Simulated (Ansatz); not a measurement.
# Fields on a plane of CoSn (CoSn type, space group P6/mmm)

```yaml
crystal:
  lattice:
    - [5.21781, 0.00000, 0.00000]
    - [-2.60891, 4.51876, 0.00000]
    - [0.00000, 0.00000, 4.17247]
  atoms:
    - { symbol: Co, position: [0.50000, 0.00000, 0.00000] }
    - { symbol: Co, position: [0.50000, 0.50000, 0.00000] }
    - { symbol: Co, position: [0.00000, 0.50000, 0.00000] }
    - { symbol: Sn, position: [0.00000, 0.00000, 0.00000] }
    - { symbol: Sn, position: [0.33333, 0.66667, 0.50000] }
    - { symbol: Sn, position: [0.66667, 0.33333, 0.50000] }
```

The slice is a (-1 2 -1 0) plane (indices of the conventional cell) through the point (0.500, 0.000, 0.000) (fractional), spanned by u = [001] and v = [210] in vectors of this cell: u (4.17 Å) and v (9.04 Å, at 90° to u). It covers one period; positions are fractions (u, v).

Atoms on it: Co at (0.00, 0.00); Co at (0.00, 0.50).

All values below come from PBEsol (plane waves to 420 eV, PAW, scalar-relativistic; Ansatz, a program for electronic structure). k mesh 10×10×11. Near the nuclei the fields are pseudised (PAW); where an atom keeps semicore shells as valence, they peak there. CoSn is run without spin polarisation. CoSn was relaxed with its symmetry unable to fall.

| v \ u | 0.00 | 0.13 | 0.27 | 0.40 | 0.53 | 0.67 | 0.80 | 0.93 |
|---|---|---|---|---|---|---|---|---|
| 0.88 | -0.5 | -0.6 | -0.8 | -0.8 | -0.8 | -0.8 | -0.7 | -0.5 |
| 0.75 | -0.4 | -0.6 | -0.9 | -1.1 | -1.2 | -1.0 | -0.7 | -0.5 |
| 0.62 | -0.5 | -0.6 | -0.8 | -0.8 | -0.8 | -0.8 | -0.7 | -0.5 |
| 0.50 | 1.8 | 0.7 | -0.5 | -0.6 | -0.6 | -0.6 | -0.1 | 1.4 |
| 0.38 | -0.5 | -0.6 | -0.8 | -0.8 | -0.8 | -0.8 | -0.7 | -0.5 |
| 0.25 | -0.4 | -0.6 | -0.9 | -1.1 | -1.2 | -1.0 | -0.7 | -0.5 |
| 0.12 | -0.5 | -0.6 | -0.8 | -0.8 | -0.8 | -0.8 | -0.7 | -0.5 |
| 0.00 | 1.8 | 0.7 | -0.5 | -0.6 | -0.6 | -0.6 | -0.1 | 1.4 |

Values: log₁₀ of the valence density in e/Å³. The scale is logarithmic, as a density can span decades between atoms and voids.

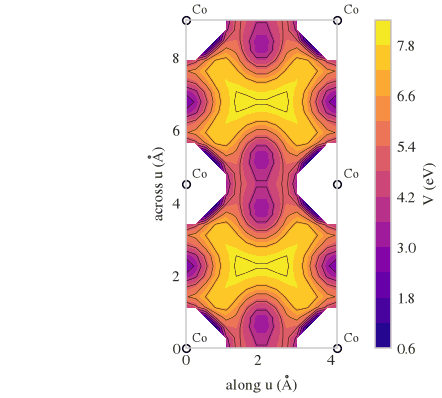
*Electrostatic potential energy of an electron, from the cell's mean, in eV, one period of the plane, atoms marked. Points within 1 Å of a nucleus are left white, as the pseudised field means little there. The zero, the cell's mean, hangs on the PAW cores.*
